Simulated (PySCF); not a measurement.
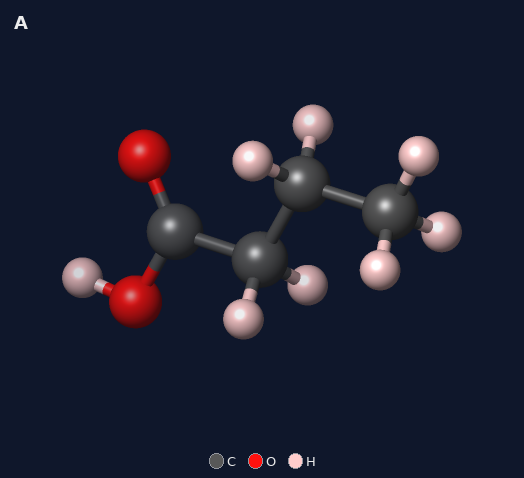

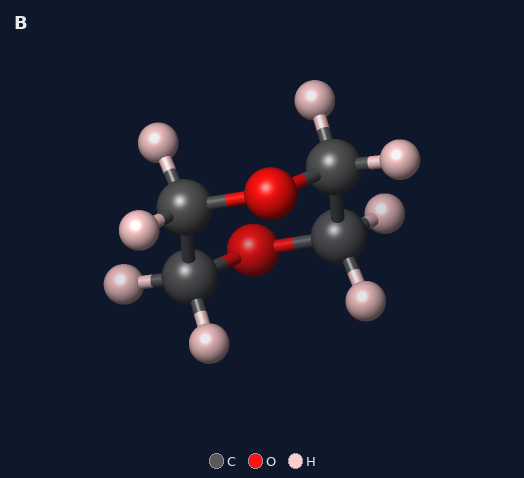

2 stationary structures of one formula. Geometries: PBE0-D3(BJ)/def2-SVP. Electronic energies: PBE0-D3(BJ)/def2-SVP (PySCF 2.14.0), without zero-point energy. No frequency run is at hand to confirm each as a minimum. Each is one conformer, not always the lowest.

Are they conformers, stereoisomers or constitutional isomers?

Answer. They are constitutional isomers of C4H8O2: A `CCCC(=O)O`, B `C1COCCO1`.

Which is lowest in energy, and by how much?

Answer. A is lowest; B lies 148.0 kJ/mol above it.
